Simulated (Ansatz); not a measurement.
Input file:

```
crystal:
  periodic: [false, false, false]
  atoms:
    - {symbol: C, position_ang: [-8.021271, 1.222569, 0.186116]}
    - {symbol: N, position_ang: [-7.105297, 0.500025, 0.334642]}
    - {symbol: C, position_ang: [-6.024669, -0.410805, 0.519087]}
    - {symbol: C, position_ang: [-4.692413, 0.190493, 0.046137]}
    - {symbol: C, position_ang: [-3.532557, -0.799012, 0.263478]}
    - {symbol: C, position_ang: [-2.197825, -0.221373, -0.201736]}
    - {symbol: C, position_ang: [-1.010609, -1.177263, 0.058256]}
    - {symbol: C, position_ang: [0.319772, -0.603743, -0.428612]}
    - {symbol: C, position_ang: [0.886439, 0.558174, 0.376568]}
    - {symbol: C, position_ang: [2.212116, 1.142915, -0.109811]}
    - {symbol: C, position_ang: [3.405688, 0.187731, 0.146840]}
    - {symbol: C, position_ang: [4.719148, 0.784726, -0.340746]}
    - {symbol: C, position_ang: [5.906163, -0.213078, -0.132530]}
    - {symbol: C, position_ang: [7.152007, 0.341438, -0.628314]}
    - {symbol: N, position_ang: [8.159329, 0.799684, -1.033992]}
    - {symbol: H, position_ang: [-6.266309, -1.339113, -0.040575]}
    - {symbol: H, position_ang: [-5.987017, -0.674521, 1.597266]}
    - {symbol: H, position_ang: [-4.500031, 1.132710, 0.600474]}
    - {symbol: H, position_ang: [-4.773127, 0.457610, -1.028026]}
    - {symbol: H, position_ang: [-3.465721, -1.075673, 1.338358]}
    - {symbol: H, position_ang: [-3.750352, -1.741456, -0.286205]}
    - {symbol: H, position_ang: [-1.980734, 0.738380, 0.325447]}
    - {symbol: H, position_ang: [-2.254731, 0.034412, -1.282456]}
    - {symbol: H, position_ang: [-1.225941, -2.135715, -0.462772]}
    - {symbol: H, position_ang: [-0.943729, -1.419891, 1.140793]}
    - {symbol: H, position_ang: [0.261855, -0.337468, -1.507084]}
    - {symbol: H, position_ang: [1.059051, -1.447146, -0.370385]}
    - {symbol: H, position_ang: [0.943305, 0.294336, 1.455629]}
    - {symbol: H, position_ang: [0.146230, 1.401404, 0.315770]}
    - {symbol: H, position_ang: [2.424566, 2.099391, 0.414568]}
    - {symbol: H, position_ang: [2.144278, 1.386319, -1.191757]}
    - {symbol: H, position_ang: [3.474409, -0.057622, 1.228941]}
    - {symbol: H, position_ang: [3.188177, -0.772839, -0.376226]}
    - {symbol: H, position_ang: [4.956708, 1.720097, 0.207517]}
    - {symbol: H, position_ang: [4.651936, 1.049400, -1.416079]}
    - {symbol: H, position_ang: [6.018711, -0.449055, 0.947227]}
    - {symbol: H, position_ang: [5.702430, -1.166072, -0.665800]}
basis:
  gaussian: {orbitals: def2-TZVP, fitting: {mean_field: def2-universal-jkfit}, initial_orbitals: start.molden}
total_charge: 1
magnetization: {spin_polarized: true, initial_magnetization: 1}
hamiltonian: {xc: pbe0, dispersion: d4}
scf: {omitted_lower_state_checks: [starts]}
output: {orbitals: {seedname: orbitals}}
```

Launched as:

```sh
ansatz run in.yaml --threads 2 --pin off --events-out ev --progress --plain --max-ram 32768MiB --backend cuda --devices 0, --max-vram 18GiB
```

Geometry: PBE-D4/def2-SVP.

Level of theory: UKS PBE0-D4/def2-TZVP (Ansatz 0.2.0).

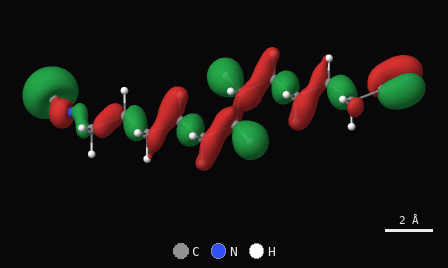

C13H22N2 (SMILES [C-]#[N+]CCCCCCCCCCCC#N) (charge +1, doublet). The LUMO (β) at ±0.08 Å⁻³ᐟ² (green and red are the two phases), seen at a tilt.

Question: What is the character of this orbital?

Answer: No atom holds more than about 25 % of it (Hirshfeld); by element the shares are C 70 %, H 15 % and N 15 %. Its energy is −11.01 eV.
